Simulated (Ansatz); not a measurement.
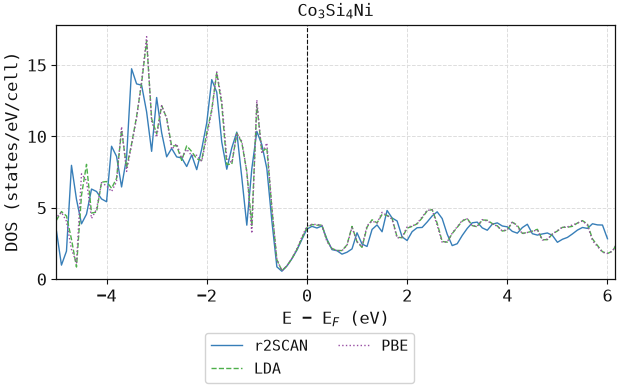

Total densities of states of Co₃Si₄Ni, space group R3 (No. 146), 8 atoms in the cell, by three methods on the same cell. Each is counted from its own Fermi level.

How do the methods compare?

r2SCAN gives a metal with about 3.1 states per eV and cell at the Fermi level, LDA gives a metal with about 3.2 states per eV and cell at the Fermi level and PBE gives a metal with about 3.3 states per eV and cell at the Fermi level. In the window shown, the tallest filled peak lies at −3.5 eV in r2SCAN, −3.2 eV in LDA and −3.2 eV in PBE.

Settings. r2SCAN: DFT r2SCAN, scalar-relativistic, plane waves, PAW, no spin polarisation, 12×12×12 k mesh, 500 eV cutoff, Gaussian smearing of 0.1 eV (Ansatz 0.2.0). LDA: DFT LDA, scalar-relativistic, plane waves, PAW, no spin polarisation, 12×12×12 k mesh, 420 eV cutoff, Gaussian smearing of 0.1 eV (Ansatz 0.2.0). PBE: DFT PBE, scalar-relativistic, plane waves, PAW, no spin polarisation, 12×12×12 k mesh, 420 eV cutoff, Gaussian smearing of 0.1 eV (Ansatz).

The run has no spin polarisation, so a magnetic state may lie lower. The structure is an invented one, so it need not be a known or stable phase.
